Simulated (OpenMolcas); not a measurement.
## Energy and gradient calculation, with input and output: SnHF$_{3}$ (part 2 of 2)

SnHF$_{3}$, SMILES [F][SnH]([F])[F]; HF/3-21G, RHF (OpenMolcas 26.06). The geometry comes from this level: PBE0-D4/def2-TZVP.

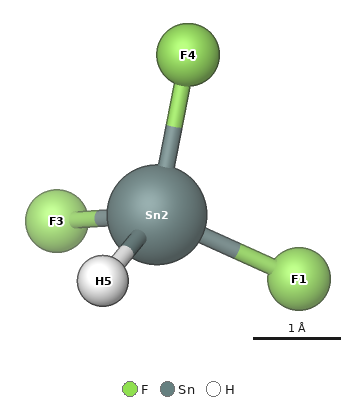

Fig. 1: The structure as given in the input (ball-and-stick view, seen at a tilt; atoms are numbered from 1 in the order of the input). Sticks mark near contacts.

The program's output, continued:
```
    4 -145.4740    2.0000         21 SN2    2py    (-0.760),    26 SN2    2pz    ( 0.597),

    5 -145.4737    2.0000         16 SN2    2px    ( 0.963),

    6  -31.6335    2.0000         11 SN2    1s     (-0.543),    12 SN2    1s     ( 1.084),

    7  -27.0090    2.0000         22 SN2    2py    ( 0.678),    27 SN2    2pz    ( 0.817),

    8  -27.0090    2.0000         22 SN2    2py    (-0.818),    27 SN2    2pz    ( 0.663),

    9  -27.0082    2.0000         17 SN2    2px    ( 1.049),

   10  -26.1102    2.0000          1 F1     1s     ( 0.561),    41 F3     1s     ( 0.574),    50 F4     1s     ( 0.566),

   11  -26.1099    2.0000         41 F3     1s     ( 0.785),    50 F4     1s     (-0.519),

   12  -26.1099    2.0000          1 F1     1s     (-0.756),    50 F4     1s     ( 0.612),

   13  -19.1770    2.0000         35 SN2    3d0    ( 0.793),

   14  -19.1770    2.0000         31 SN2    3d2-   ( 0.472),    33 SN2    3d1-   ( 0.788),

   15  -19.1754    2.0000         31 SN2    3d2-   ( 0.613),    33 SN2    3d1-   (-0.420),    37 SN2    3d1+   ( 0.604),

   16  -19.1754    2.0000         31 SN2    3d2-   (-0.571),    37 SN2    3d1+   ( 0.693),    39 SN2    3d2+   ( 0.365),

   17  -19.1754    2.0000         35 SN2    3d0    (-0.454),    39 SN2    3d2+   ( 0.822),

   18   -5.6443    2.0000         12 SN2    1s     ( 0.631),    13 SN2    1s     ( 1.126),

   19   -4.0286    2.0000         17 SN2    2px    (-0.648),    18 SN2    2px    ( 1.126),

   20   -4.0285    2.0000         22 SN2    2py    ( 0.441),    23 SN2    2py    (-0.766),    27 SN2    2pz    ( 0.486),    28 SN2    2pz    (-0.845),

   21   -4.0285    2.0000         22 SN2    2py    (-0.488),    23 SN2    2py    ( 0.848),    27 SN2    2pz    ( 0.430),    28 SN2    2pz    (-0.748),

   22   -1.5801    2.0000         32 SN2    3d2-   ( 0.521),    34 SN2    3d1-   ( 0.422),    43 F3     1s     (-0.360),    52 F4     1s     ( 0.406),

   23   -1.5801    2.0000          3 F1     1s     (-0.442),    34 SN2    3d1-   ( 0.308),    36 SN2    3d0    (-0.526),    38 SN2    3d1+   ( 0.315),

   24   -1.5464    2.0000          3 F1     1s     ( 0.351),    36 SN2    3d0    ( 0.293),    40 SN2    3d2+   (-0.530),    43 F3     1s     ( 0.351),
                                  52 F4     1s     ( 0.351),

   25   -1.5101    2.0000         32 SN2    3d2-   (-0.468),    34 SN2    3d1-   ( 0.729),    38 SN2    3d1+   (-0.532),

   26   -1.5101    2.0000         32 SN2    3d2-   (-0.473),    36 SN2    3d0    ( 0.414),    38 SN2    3d1+   ( 0.662),    40 SN2    3d2+   ( 0.507),

   27   -1.4955    2.0000         36 SN2    3d0    (-0.381),    40 SN2    3d2+   ( 0.690),

   28   -1.4463    2.0000          3 F1     1s     (-0.366),    32 SN2    3d2-   ( 0.460),    36 SN2    3d0    ( 0.538),    43 F3     1s     ( 0.463),

   29   -1.4463    2.0000          3 F1     1s     ( 0.323),    32 SN2    3d2-   ( 0.346),    34 SN2    3d1-   ( 0.531),    38 SN2    3d1+   ( 0.359),
                                  52 F4     1s     (-0.479),

   30   -0.7190    2.0000         13 SN2    1s     ( 0.248),    14 SN2    1s     (-0.479),

   31   -0.6325    2.0000          4 F1     2px    ( 0.236),     5 F1     2px    ( 0.264),     9 F1     2pz    ( 0.132),    18 SN2    2px    (-0.168),
                                  19 SN2    2px    (-0.239),    20 SN2    2px    ( 0.141),    44 F3     2px    ( 0.191),    45 F3     2px    ( 0.215),
                                  46 F3     2py    ( 0.174),    47 F3     2py    ( 0.191),    53 F4     2px    ( 0.196),    54 F4     2px    ( 0.220),
                                  57 F4     2pz    (-0.153),    58 F4     2pz    (-0.168),

   32   -0.6223    2.0000          4 F1     2px    ( 0.151),     5 F1     2px    ( 0.169),     8 F1     2pz    (-0.212),     9 F1     2pz    (-0.235),
                                  24 SN2    2py    ( 0.164),    29 SN2    2pz    (-0.182),    44 F3     2px    (-0.148),    45 F3     2px    (-0.164),
                                  46 F3     2py    ( 0.166),    47 F3     2py    ( 0.184),    48 F3     2pz    ( 0.164),    49 F3     2pz    ( 0.189),
                                  55 F4     2py    (-0.232),    56 F4     2py    (-0.266),    57 F4     2pz    ( 0.196),    58 F4     2pz    ( 0.226),

   33   -0.6223    2.0000          6 F1     2py    (-0.291),     7 F1     2py    (-0.333),    24 SN2    2py    ( 0.186),    45 F3     2px    (-0.175),
                                  48 F3     2pz    (-0.244),    49 F3     2pz    (-0.280),    53 F4     2px    ( 0.209),    54 F4     2px    ( 0.234),

   34   -0.5919    2.0000          4 F1     2px    (-0.215),     5 F1     2px    (-0.255),    44 F3     2px    ( 0.354),    45 F3     2px    ( 0.420),

   35   -0.5919    2.0000          4 F1     2px    (-0.329),     5 F1     2px    (-0.390),    53 F4     2px    ( 0.332),    54 F4     2px    ( 0.394),

   36   -0.5900    2.0000          6 F1     2py    (-0.293),     7 F1     2py    (-0.347),    48 F3     2pz    ( 0.295),    49 F3     2pz    ( 0.349),
                                  55 F4     2py    ( 0.222),    56 F4     2py    ( 0.262),    57 F4     2pz    (-0.206),    58 F4     2pz    (-0.243),

   37   -0.5771    2.0000          6 F1     2py    ( 0.225),     7 F1     2py    ( 0.266),     8 F1     2pz    (-0.202),     9 F1     2pz    (-0.244),
                                  46 F3     2py    ( 0.285),    47 F3     2py    ( 0.341),    49 F3     2pz    (-0.176),    55 F4     2py    ( 0.214),
                                  56 F4     2py    ( 0.253),

   38   -0.5771    2.0000          8 F1     2pz    ( 0.260),     9 F1     2pz    ( 0.310),    46 F3     2py    ( 0.168),    47 F3     2py    ( 0.199),
                                  48 F3     2pz    ( 0.197),    49 F3     2pz    ( 0.231),    55 F4     2py    ( 0.200),    56 F4     2py    ( 0.241),
                                  57 F4     2pz    ( 0.264),    58 F4     2pz    ( 0.315),

   39   -0.5303    2.0000         19 SN2    2px    ( 0.266),    60 H5     1s     (-0.488),

   40    0.0950    0.0000         15 SN2    1s     (-1.098),    60 H5     1s     ( 0.683),

   41    0.1332    0.0000         25 SN2    2py    ( 0.661),    30 SN2    2pz    ( 0.791),    52 F4     1s     ( 0.418),

   42    0.1332    0.0000         25 SN2    2py    (-0.792),    30 SN2    2pz    ( 0.646),

   43    0.2125    0.0000         15 SN2    1s     (-0.802),    20 SN2    2px    (-1.472),    60 H5     1s     ( 1.092),

   44    0.2883    0.0000         14 SN2    1s     ( 1.419),    15 SN2    1s     ( 1.438),    19 SN2    2px    ( 0.919),

   45    0.4162    0.0000         14 SN2    1s     (-1.236),    15 SN2    1s     (-1.175),    19 SN2    2px    ( 1.306),    20 SN2    2px    ( 0.794),

   46    0.4337    0.0000         24 SN2    2py    ( 1.094),    25 SN2    2py    ( 0.766),    29 SN2    2pz    ( 1.307),    30 SN2    2pz    ( 0.915),

   47    0.4338    0.0000         24 SN2    2py    (-1.310),    25 SN2    2py    (-0.917),    29 SN2    2pz    ( 1.069),    30 SN2    2pz    ( 0.748),

--

++    Molecular charges:
      ------------------

      Mulliken charges per centre and basis function type
      ---------------------------------------------------

                F1      SN2     F3      F4      H5
      1s       3.9695  8.8393  3.9695  3.9695  1.2397
      2px      1.9319  6.5736  1.8846  1.8915  0.0000
      2pz      1.7237  6.3498  1.9452  1.8557  0.0000
      2py      1.9288  6.3448  1.7546  1.8372  0.0000
      3d2+     0.0000  3.9981  0.0000  0.0000  0.0000
      3d1+     0.0000  3.9983  0.0000  0.0000  0.0000
      3d0      0.0000  3.9981  0.0000  0.0000  0.0000
      3d1-     0.0000  3.9990  0.0000  0.0000  0.0000
      3d2-     0.0000  3.9976  0.0000  0.0000  0.0000
      Total    9.5539 48.0986  9.5539  9.5539  1.2397

      N-E     -0.5539  1.9014 -0.5539 -0.5539 -0.2397

      Total electronic charge=   78.000000

      Total            charge=   -0.000000
--

++    Molecular properties:
      ---------------------

      Charge (e):
                      =   -0.0000
      Dipole Moment (debye):
      Origin of the operator (angstrom)=   -0.1030   -0.0223    0.0099
                   X=  3.4440E+00               Y=  2.3174E-01               Z= -5.5550E-01           Total=  3.4962E+00
      Quadrupole Moment (debye*angstrom):
      Origin of the operator (angstrom)=   -0.1030   -0.0223    0.0099
                  XX= -3.9880E+01              XY=  3.9271E-01              XZ= -9.4426E-01              YY= -4.5703E+01
                  YZ= -6.2281E-02              ZZ= -4.5577E+01
      In traceless form (debye*angstrom)
                  XX=  5.7602E+00              XY=  5.8906E-01              XZ= -1.4164E+00              YY= -2.9748E+00
                  YZ= -9.3422E-02              ZZ= -2.7854E+00
--

--- Stop Module: scf /rc=_RC_ALL_IS_WELL_ ---
--- Module scf spent 1 second ---

--- Start Module: alaska ---

                                              &ALASKA

                       available to each process: 1.9 GB of memory, 1 thread

                     Threshold for contributions to the gradient: 1.000E-07

                    ********************************************
                    * Symmetry Adapted Cartesian Displacements *
                    ********************************************

           Irreducible representation : a
           Basis function(s) of irrep: x, y, xy, Rz, z, xz, Ry, yz, Rx, I

 Basis Label        Type   Center Phase
   1   F1           x         1     1
   2   F1           y         1     1
   3   F1           z         1     1
   4   SN2          x         2     1
   5   SN2          y         2     1
   6   SN2          z         2     1
   7   F3           x         3     1
   8   F3           y         3     1
   9   F3           z         3     1
  10   F4           x         4     1
  11   F4           y         4     1
  12   F4           z         4     1
  13   H5           x         5     1
  14   H5           y         5     1
  15   H5           z         5     1

                     No automatic utilization of translational and rotational invariance of the energy is employed.

 Conventional ERI gradients!

 **************************************************
 *              Molecular gradients               *
 **************************************************

  Irreducible representation: a
 ------------------------------------------------------------------------------------------
                              X                       Y                       Z
 ------------------------------------------------------------------------------------------
  F1               -2.24659862875853E-03   -4.28662932902135E-03    1.39651807685155E-02
  SN2               1.92977331621478E-02    1.30461250822655E-03   -3.11417357168864E-03
  F3               -6.05861685334474E-03    1.32761077140700E-02   -2.33938917620513E-03
  F4               -5.64069714089754E-03   -9.93416047428042E-03   -9.37944126683021E-03
  H5               -5.35182053907945E-03   -3.59930419131627E-04    8.67823246258004E-04
 ------------------------------------------------------------------------------------------

--- Stop Module: alaska /rc=_RC_ALL_IS_WELL_ ---
--- Module alaska spent 1 second ---

.##################.
.# Happy landing! #.
.##################.

    Timing: Wall=3.59 User=2.35 System=0.50
```

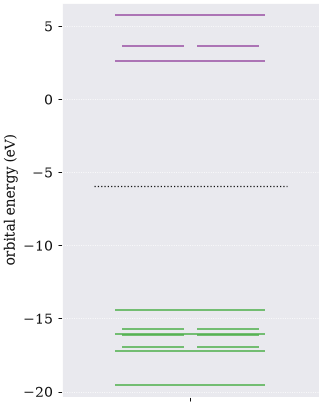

Fig. 2: Orbital energies near the frontier; the dotted line parts filled from empty levels, and levels within 0.02 eV of each other stand side by side. Highest filled −14.43 eV, lowest empty 2.58 eV, 17.01 eV apart.

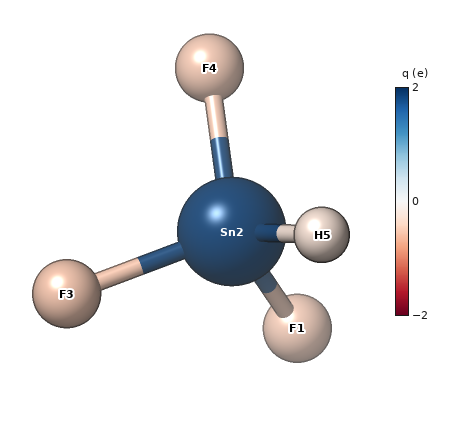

Fig. 3: Mulliken charges, as the colour of each atom (ball-and-stick view, seen at a tilt; atoms are numbered from 1 in the order of the input). By element: F −0.55, Sn +1.90 and H −0.24 e.

The run was set up as follows.

The input:
```
&GATEWAY
 BasLib
 $CurrDir
 Coord
 struct.xyz
 Basis
 3-21G
 Group
 NoSym

&SEWARD

&SCF
 Thresholds
 1e-10 1e-07 1e-07 1e-05
 PrOrbitals
 1 2

&ALASKA
```

File struct.xyz:
```
5

F     -0.323900    -0.547900     1.727700
Sn     0.127200    -0.006800    -0.027200
F     -0.794900     1.623400    -0.288200
F     -0.742700    -1.246700    -1.159400
H      1.784200     0.104500    -0.294300
```

Launched with:
```bash
export MOLCAS_MEM=1860
pymolcas calc.inp > calc.log
```

Summary:

| quantity | value |
| --- | --- |
| outcome | converged |
| total energy | −6293.669288 hartree |
| basis functions | 60 |
| largest force | 1.007 eV/Å |
| HOMO | −14.43 eV |
| LUMO | 2.58 eV |
| dipole moment | 3.50 debye |
| hardware | 1 thread of Arm Neoverse V2, 24 GiB of memory available, shared host |
| wall time | 3.9 s |
| peak memory | 0.39 GiB |
